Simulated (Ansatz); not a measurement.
## Si5H10OF4: nudged elastic band (part 2 of 2)

Si5H10OF4; RKS PBE0-D4/def2-SVP (Ansatz 0.2.0). 

Geometry of the input (Å):
```
Si -2.1765  1.9330  -1.6546
F  -1.7162  3.2438  -0.9344
F  -0.9783  1.2128  -2.3568
F  -2.9433  0.9659  -0.6967
F  -3.1809  2.3618  -2.7800
H  0.1271  2.0194  0.6842
O  -0.3615  1.2329  0.4324
Si 0.4553  -0.2289  0.5140
Si -1.0820  -1.9168  0.0023
Si 1.3117  -0.5960  2.6693
Si 2.2436  -0.3051  -1.0064
H  -0.3521  -3.2101  0.1153
H  -2.2204  -1.9197  0.9581
H  -1.5991  -1.7809  -1.3847
H  2.2241  0.5157  3.0605
H  0.2230  -0.6853  3.6797
H  2.0850  -1.8674  2.6754
H  3.1363  0.8706  -0.8011
H  1.7718  -0.3021  -2.4162
H  3.0325  -1.5435  -0.7604
```

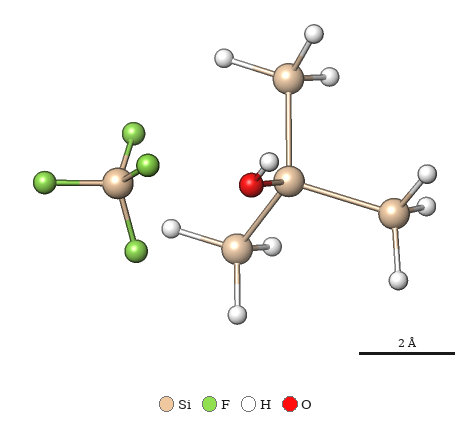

Figure 1. The structure as given in the input (ball-and-stick view, seen at a tilt).

**What the program printed, continued**
```
NEB iter  33: max|band force component| = 4.887e-2 eV/Å  barrier→ = 0.5020 eV  barrier← = 0.4887 eV  CI = image 3  CI's point: of a kind that is not told: the force calls were inconclusive, a negative curvature could not be distinguished from the path's own, the only one lies far off the path, or fixed occupations may fill a level only in part  Δτ_max = 0.0000 Å  (3078 SCF iters)
Total energy: -52421.13605019 eV, -1926.4412175222 hartree
Atom 0 at    -1.493268     1.647044    -1.236961 Å, force    -0.008957    -0.061970     0.017631 eV/Å
Atom 1 at    -0.934736     3.177458    -0.288691 Å, force     0.007696     0.017940     0.031209 eV/Å
Atom 2 at    -0.688742     2.185311    -2.514274 Å, force    -0.005109     0.017053     0.016998 eV/Å
Atom 3 at    -1.772839     0.123244    -1.761364 Å, force     0.001939    -0.005519    -0.000601 eV/Å
Atom 4 at    -3.008994     2.116744    -1.035316 Å, force     0.019334     0.014521    -0.000134 eV/Å
Atom 5 at    -0.463825     2.300060     0.304803 Å, force    -0.016138     0.022208    -0.024874 eV/Å
Atom 6 at    -0.558323     1.116863     0.126788 Å, force    -0.006502     0.014631    -0.051206 eV/Å
Atom 7 at     0.313071    -0.381966     0.375187 Å, force     0.009134     0.011736     0.003997 eV/Å
Atom 8 at    -1.222977    -2.145829     0.163937 Å, force     0.007596    -0.008785     0.000224 eV/Å
Atom 9 at     1.204121    -0.197025     2.534982 Å, force    -0.010310    -0.002491     0.003407 eV/Å
Atom 10 at     1.988029    -0.448250    -1.269078 Å, force    -0.005895    -0.017505    -0.001576 eV/Å
Atom 11 at    -0.729770    -3.260075     1.034083 Å, force    -0.001019    -0.002559     0.001499 eV/Å
Atom 12 at    -2.554408    -1.692250     0.662368 Å, force     0.006553     0.008261     0.000328 eV/Å
Atom 13 at    -1.304297    -2.625543    -1.243379 Å, force     0.000631    -0.001983     0.001472 eV/Å
Atom 14 at     2.023377     1.048751     2.645445 Å, force    -0.002045    -0.002338    -0.005941 eV/Å
Atom 15 at     0.108805    -0.161456     3.550406 Å, force     0.001984    -0.000414     0.002946 eV/Å
Atom 16 at     2.073576    -1.388497     2.773802 Å, force     0.000449    -0.000999     0.003799 eV/Å
Atom 17 at     2.828711     0.785238    -1.196595 Å, force    -0.005478    -0.000537     0.010076 eV/Å
Atom 18 at     1.351001    -0.551143    -2.614179 Å, force     0.004971     0.000654    -0.003646 eV/Å
Atom 19 at     2.841591    -1.648573    -1.011963 Å, force     0.001168    -0.001902    -0.005607 eV/Å
Dipole moment:     0.521371    -0.405202     0.534015 e Å
```

**The last band as extended XYZ (Å, eV, eV/Å)**
```
20
Properties=species:S:1:pos:R:3:forces:R:3 image=0 energy=-52421.63797
Si   -2.1765    1.9330   -1.6546    0.1394  -0.0322   0.1866
F    -1.7162    3.2438   -0.9344    0.3508   0.9214   0.5260
F    -0.9783    1.2128   -2.3568    0.9074  -0.5479  -0.4860
F    -2.9433    0.9659   -0.6967   -0.5505  -0.7432   0.7151
F    -3.1809    2.3618   -2.7800   -0.6983   0.2898  -0.7885
H     0.1271    2.0194    0.6842    0.0822   0.1678   0.0346
O    -0.3615    1.2329    0.4324   -0.4381   0.3805  -0.1585
Si    0.4553   -0.2289    0.5140    0.1962  -0.4441  -0.0177
Si   -1.0820   -1.9168    0.0023    0.0249   0.0809  -0.0001
Si    1.3117   -0.5960    2.6693   -0.0305   0.0234  -0.0667
Si    2.2436   -0.3051   -1.0064   -0.0735   0.0138   0.0401
H    -0.3521   -3.2101    0.1153    0.0670  -0.1222   0.0130
H    -2.2204   -1.9197    0.9581   -0.0955   0.0122   0.0959
H    -1.5991   -1.7809   -1.3847   -0.0305   0.0322  -0.1311
H     2.2241    0.5157    3.0605    0.0840   0.1053   0.0310
H     0.2230   -0.6853    3.6797   -0.1098  -0.0062   0.0902
H     2.0850   -1.8674    2.6754    0.0754  -0.1267  -0.0027
H     3.1363    0.8706   -0.8011    0.0807   0.1112   0.0228
H     1.7718   -0.3021   -2.4162   -0.0598   0.0058  -0.1297
H     3.0325   -1.5435   -0.7604    0.0782  -0.1217   0.0257
20
Properties=species:S:1:pos:R:3:forces:R:3 image=1 energy=-52421.86371
Si   -1.6507    1.7813   -1.2132   -0.0122   0.0013  -0.0088
F    -1.3359    3.2229   -0.5484   -0.0048   0.0009  -0.0055
F    -0.5052    1.0746   -2.1191   -0.0132   0.0108  -0.0110
F    -2.6786    0.7392   -0.5339   -0.0116   0.0094   0.0013
F    -2.5995    2.3057   -2.4076   -0.0090  -0.0083  -0.0133
H    -0.0191    1.9749    0.6960    0.0103  -0.0026  -0.0016
O    -0.4598    1.2022    0.3176   -0.0138   0.0090  -0.0025
Si    0.3747   -0.3381    0.3888    0.0189   0.0055   0.0030
Si   -1.2404   -1.9806   -0.0462    0.0034   0.0012   0.0109
Si    1.1862   -0.4394    2.5874   -0.0022  -0.0103   0.0061
Si    2.0829   -0.2966   -1.2301   -0.0020   0.0033   0.0036
H    -0.5291   -3.2817    0.1617    0.0034  -0.0001  -0.0009
H    -2.3718   -1.8766    0.9181    0.0023  -0.0022   0.0017
H    -1.7106   -1.8999   -1.4577    0.0041   0.0068   0.0029
H     1.9488    0.8164    2.8775    0.0039  -0.0050  -0.0031
H     0.0518   -0.5481    3.5532    0.0059  -0.0040   0.0079
H     2.0956   -1.6148    2.7325   -0.0004  -0.0050  -0.0010
H     2.4260    1.1308   -1.5076    0.0158  -0.0095   0.0141
H     1.6406   -0.9822   -2.4784    0.0067   0.0125  -0.0020
H     3.2943   -0.9900   -0.6905   -0.0053  -0.0135  -0.0017
20
Properties=species:S:1:pos:R:3:forces:R:3 image=2 energy=-52421.82597
Si   -1.6448    1.8541   -1.2687   -0.0551   0.0170   0.0121
F    -1.8044    3.0497   -0.1841   -0.0399   0.0125  -0.0247
F    -0.3082    1.9145   -2.1689    0.0417  -0.0203   0.0497
F    -2.2578    0.3565   -1.1460   -0.0298   0.0027   0.0245
F    -2.7288    2.4146   -2.3225   -0.0017   0.0128  -0.0949
H    -0.1705    1.9236    0.7309    0.0383  -0.0384   0.0311
O    -0.4683    1.1719    0.2019   -0.0081  -0.0017   0.0046
Si    0.3662   -0.3619    0.3622    0.0074   0.0194  -0.0065
Si   -1.2087   -2.0881    0.1357   -0.0032   0.0034   0.0055
Si    1.2560   -0.2985    2.5338    0.0067  -0.0091  -0.0054
Si    2.0200   -0.4017   -1.3011    0.0015  -0.0057   0.0058
H    -0.6069   -3.2753    0.8239    0.0145   0.0036  -0.0103
H    -2.4798   -1.7228    0.8218    0.0074   0.0012   0.0191
H    -1.4321   -2.4295   -1.2972   -0.0119   0.0186  -0.0016
H     2.0596    0.9533    2.7006    0.0047  -0.0050   0.0023
H     0.1492   -0.2971    3.5383    0.0065  -0.0067  -0.0019
H     2.1310   -1.4899    2.7402    0.0082  -0.0041   0.0024
H     2.8440    0.8406   -1.2122    0.0027   0.0011  -0.0040
H     1.3965   -0.5221   -2.6494    0.0032  -0.0038  -0.0020
H     2.8879   -1.5919   -1.0391    0.0069   0.0026  -0.0057
20
Properties=species:S:1:pos:R:3:forces:R:3 image=3 energy=-52421.13601
Si   -1.4933    1.6470   -1.2370   -0.0090  -0.0620   0.0176
F    -0.9347    3.1775   -0.2887    0.0077   0.0179   0.0312
F    -0.6887    2.1853   -2.5143   -0.0051   0.0171   0.0170
F    -1.7728    0.1232   -1.7614    0.0019  -0.0055  -0.0006
F    -3.0090    2.1167   -1.0353    0.0193   0.0145  -0.0001
H    -0.4638    2.3001    0.3048   -0.0161   0.0222  -0.0249
O    -0.5583    1.1169    0.1268   -0.0065   0.0146  -0.0512
Si    0.3131   -0.3820    0.3752    0.0091   0.0117   0.0040
Si   -1.2230   -2.1458    0.1639    0.0076  -0.0088   0.0002
Si    1.2041   -0.1970    2.5350   -0.0103  -0.0025   0.0034
Si    1.9880   -0.4482   -1.2691   -0.0059  -0.0175  -0.0016
H    -0.7298   -3.2601    1.0341   -0.0010  -0.0026   0.0015
H    -2.5544   -1.6923    0.6624    0.0066   0.0083   0.0003
H    -1.3043   -2.6255   -1.2434    0.0006  -0.0020   0.0015
H     2.0234    1.0488    2.6454   -0.0020  -0.0023  -0.0059
H     0.1088   -0.1615    3.5504    0.0020  -0.0004   0.0029
H     2.0736   -1.3885    2.7738    0.0004  -0.0010   0.0038
H     2.8287    0.7852   -1.1966   -0.0055  -0.0005   0.0101
H     1.3510   -0.5511   -2.6142    0.0050   0.0007  -0.0036
H     2.8416   -1.6486   -1.0120    0.0012  -0.0019  -0.0056
20
Properties=species:S:1:pos:R:3:forces:R:3 image=4 energy=-52421.59736
Si   -1.6275    1.2966   -1.5198   -0.0053  -0.0630  -0.0292
F    -0.0734    3.1652    1.0312    0.0597  -0.0211   0.0995
F    -0.7498    2.0251   -2.6298   -0.0099  -0.0017  -0.0104
F    -2.1439   -0.0879   -2.1276   -0.0379   0.0041  -0.0347
F    -2.8759    2.2097   -1.1621    0.0099   0.0165  -0.0039
H    -0.3955    2.3777    0.6458    0.0227   0.0283   0.0330
O    -0.7496    0.9888   -0.1900   -0.0445   0.0174  -0.0155
Si    0.2494   -0.3522    0.2815    0.0035   0.0063  -0.0217
Si   -1.1500   -2.2422    0.2129    0.0095  -0.0119   0.0060
Si    1.0803    0.0825    2.4309    0.0040   0.0085  -0.0102
Si    1.9742   -0.4628   -1.3074    0.0124  -0.0033   0.0033
H    -0.5994   -3.2951    1.1189    0.0124  -0.0051   0.0018
H    -2.5014   -1.8243    0.6957    0.0063  -0.0085   0.0049
H    -1.2511   -2.7825   -1.1741    0.0032  -0.0062   0.0007
H     1.9829    1.2675    2.4303   -0.0083   0.0133  -0.0144
H    -0.0307    0.2570    3.4106   -0.0205   0.0214  -0.0155
H     1.8622   -1.1447    2.7857   -0.0140   0.0185   0.0026
H     2.7825    0.7923   -1.2735   -0.0020  -0.0039   0.0008
H     1.3729   -0.6336   -2.6655   -0.0051  -0.0044   0.0041
H     2.8439   -1.6370   -0.9937    0.0037  -0.0050  -0.0012
20
Properties=species:S:1:pos:R:3:forces:R:3 image=5 energy=-52421.62468
Si   -1.5741    1.4440   -1.6002    0.1729  -0.0514   0.2746
F    -0.5617    2.7165    1.8046    0.0402  -0.1416  -0.0715
F    -0.6698    1.4672   -2.8821    0.6729  -0.0065  -0.8912
F    -2.7198    0.3991   -1.8393   -0.7969  -0.7753  -0.1473
F    -2.2088    2.8592   -1.3975   -0.4540   1.0209   0.1564
H    -0.7067    2.2578    1.0040    0.0052   0.0329   0.0456
O    -0.7155    1.0685   -0.2966    0.1196   0.2269   0.4817
Si    0.2377   -0.2703    0.1819    0.3107  -0.3837   0.2046
Si   -1.0873   -2.2052    0.1140    0.0163   0.0855  -0.0270
Si    1.0451    0.0637    2.3559   -0.0731   0.0861  -0.0604
Si    2.0323   -0.4885   -1.3129   -0.0869   0.0276   0.0219
H    -0.2477   -3.3283    0.6104    0.0835  -0.1043   0.0501
H    -2.2810   -2.0540    0.9867   -0.1076   0.0277   0.0816
H    -1.5244   -2.4979   -1.2764   -0.0353  -0.0232  -0.1326
H     1.9608    1.2272    2.4335    0.0822   0.1046  -0.0120
H    -0.0577    0.1748    3.3410   -0.1101   0.0032   0.0753
H     1.8164   -1.1831    2.6257    0.0692  -0.1140   0.0215
H     2.8220    0.7698   -1.3665    0.0625   0.1230   0.0017
H     1.5480   -0.8274   -2.6768   -0.0520  -0.0332  -0.1256
H     2.8921   -1.5931   -0.8092    0.0806  -0.1053   0.0525
```

**Key numbers**

- outcome: converged
- barrier, forward: 0.502 eV
- barrier, backward: 0.489 eV
- dipole moment (one image of the band): 4.08 D
- hardware: 4 CPU threads, shared host
- wall time: 7.3 min (CPU time 12 min)
- peak memory: 1.5 GiB
